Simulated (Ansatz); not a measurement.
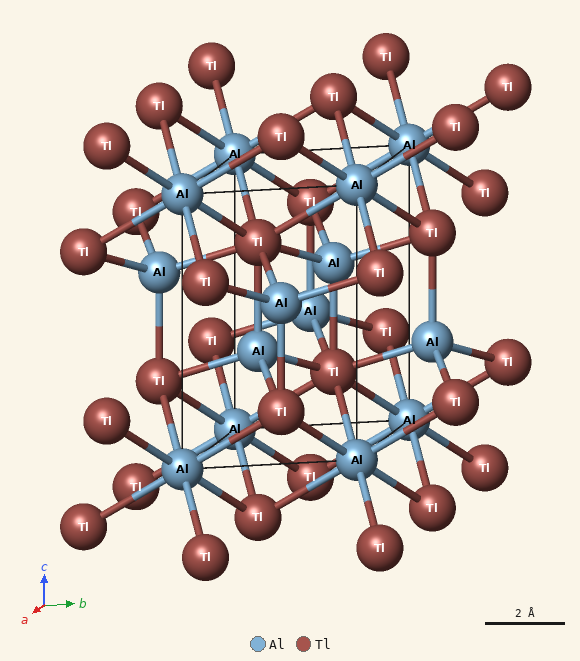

We look at a ball-and-stick model of the crystal slightly off an axis. Thin lines show the simulation cell, with boundary atoms drawn in all their periodic places. Atoms of adjacent cells appear where they bond to atoms in the box.

```xyz
5
Lattice="4.5420 0.0000 0.0000 -2.2710 3.9335 0.0000 0.0000 0.0000 7.1808" Properties=species:S:1:pos:R:3 pbc="T T T"
Al   -0.0002    2.6225    4.5239
Al    2.2712    1.3110    2.6569
Tl   -0.0002    2.6225    1.6875
Tl    2.2712    1.3110    5.4933
Al    0.0000    0.0000    0.0000
```

Computational set-up: Ansatz 0.2.0, DFT, PAW plane waves, PBE, spin-orbit, wavefunction cutoff 420 eV, a 7×7×4 k-point mesh, cold smearing of 0.025 eV, no moments seeded, so the run stays non-magnetic, spinor wavefunctions.

Give the Bader charge of each element.

Answer. Al +0.52 to +0.78 e; Tl -1.04 e.

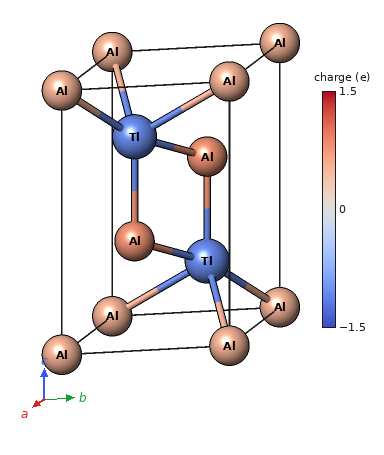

The atoms coloured by those charges.

Provenance: a generated cell, made by putting these elements into a known structure type (the compound may or may not exist in this form); not relaxed. It was the input of a calculation with Ansatz.

At this level of theory the cell isn't at rest (forces up to 0.6 eV/Å), so its distances can differ from those at equilibrium, the more so the softer the solid.
